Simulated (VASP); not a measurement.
Band structure of Au (relaxed from the simple-cubic structure, space group Pm-3m). Level of theory: PBEsol GGA, VASP's PBE PAW potentials (set 64) (plane waves; VASP).

Unless said otherwise, spin-orbit coupling is left out, though it shifts the bands of the heavy elements here.

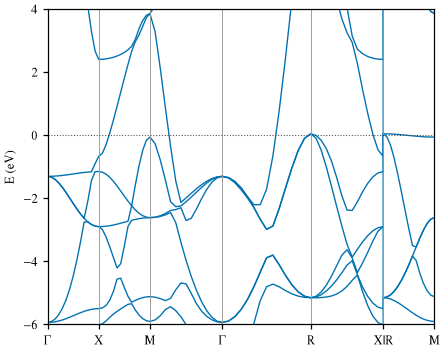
Figure. Bands along high-symmetry lines, zero at the valence-band maximum or, without a gap, the Fermi level

Q: Read the plot: is there a gap, and where are the band edges?

A: It has no gap at this level: it comes out as a metal or semimetal. (Edges off the drawn lines would not show.)

The structure was generated: Au was put into the simple-cubic type (Pm-3m), which need not be its known phase. It was relaxed first.
